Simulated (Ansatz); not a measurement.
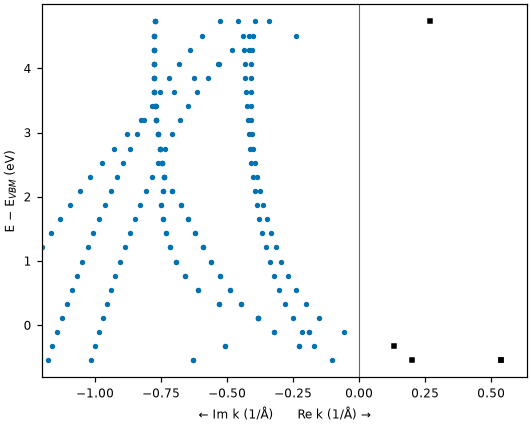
*Complex bands at the centre of the two-dimensional zone; r2SCAN (Ansatz, an electronic-structure program)*

The gap is the functional's own. No spin-orbit coupling. Mid-gap values are those at the computed energy nearest the middle.

This is ZrO₂ (P4_2/nmc, 6 atoms a cell, 11.3 Å³ an atom) along the normal of (001). Read off the slowest decay at the centre of the two-dimensional zone at 2.31 eV, the computed energy nearest the middle of the gap.

κ ≈ 0.39 1/Å, a decay length 1/(2κ) of the density of 1.3 Å.
